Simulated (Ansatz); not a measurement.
Consider BF$_{2}$···HF (doublet).

Input

```
crystal:
  periodic: [false, false, false]
  atoms:
    - { symbol: B, position_ang: [1.0e-06, -0.000205, -0.335535] }
    - { symbol: H, position_ang: [-8.0e-06, -2.9e-05, 2.050004] }
    - { symbol: F, position_ang: [1.150387, 9.2e-05, -0.958653] }
    - { symbol: F, position_ang: [-1.150386, 9.2e-05, -0.958652] }
    - { symbol: F, position_ang: [5.0e-06, 5.1e-05, 2.982837] }
magnetization:
  spin_polarized: true
  initial_magnetization: 1
basis:
  gaussian: { orbitals: "6-31G*" }
hamiltonian:
  xc: b3lyp
  dispersion: d4
relax:
  f_tol: 0.03
  max_steps: 50
output:
  orbitals: {}
```

Command:

```sh
ansatz run input.yaml --threads 1 --pin off --max-ram 2048MiB --backend cpu --events-out ev --progress --plain --runs-dir out
```

The fields are those of the run's last geometry, not of the input's.

Level of theory: UKS B3LYP-D4/6-31G* in Ansatz 0.2.0.

Question: What can the converged electron density, electron localisation function and spin density tell about the bonding?

Answer: B–F (1.32 Å): ρ is about 2.2 e/Å³ halfway; the ELF peaks at about 0.85 between the atoms; a shared but strongly polarised pair.
The unpaired spin (1 electron) lies mostly on B1 (about 0.8), F3 (about 0.1) and F4 (about 0.1), in electrons by Hirshfeld's partition.

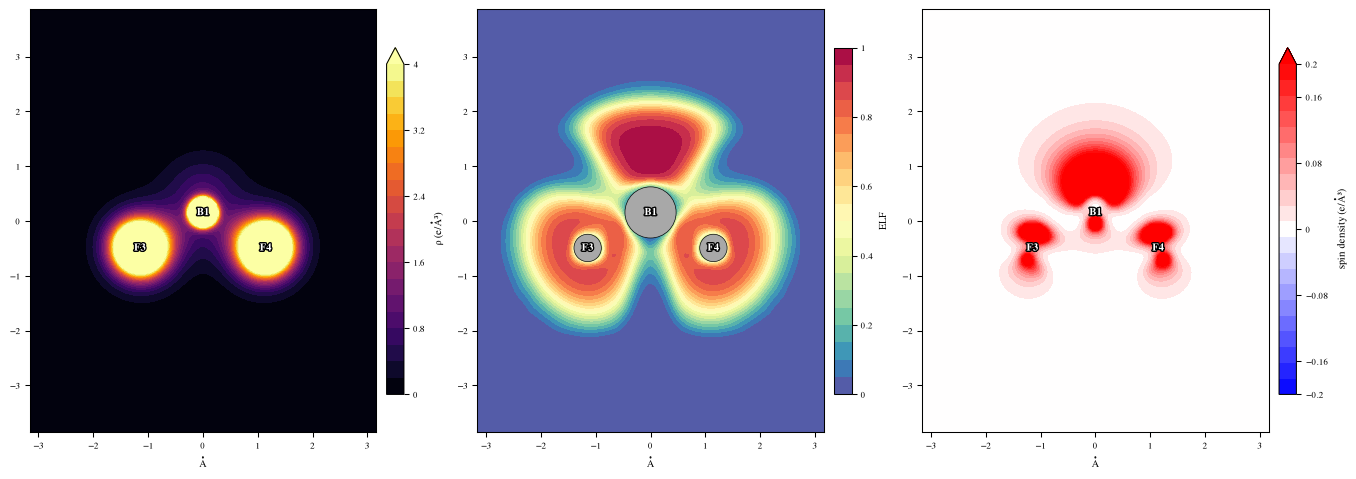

Computed electron density, electron localisation function and spin density on the plane of atoms F3, B1 and F4, in this order. Grey discs cover the atomic cores in the ELF map. 
